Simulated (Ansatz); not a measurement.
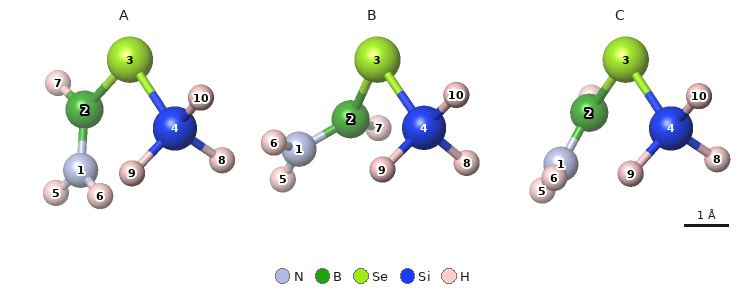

3 geometries from a converged minimum-energy path of BSiNH6Se, shuffled. Style: ball-and-stick. Shown from a free direction.

These are results of RKS PBE/def2-SVP (Ansatz 0.2.0), not measurements. Set-up: 7 movable images; climbing image; force threshold 0.05 eV/Å; iteration limit 60; starting path through a guess of the saddle point.

### Which of them lies highest in energy?

B. In order along the path, whose images run from 0 to 8: A (image 0, 0.0 kJ/mol), C (image 2, +9.5 kJ/mol), B (image 4, +19.0 kJ/mol). The motion is an umbrella inversion at N1. No bond forms or breaks between the ends. Bond angles that change up to the highest image, for instance: B2–Se3–Si4 100.8° → 92.9°, N1–B2–Se3 126.2° → 119.4°.
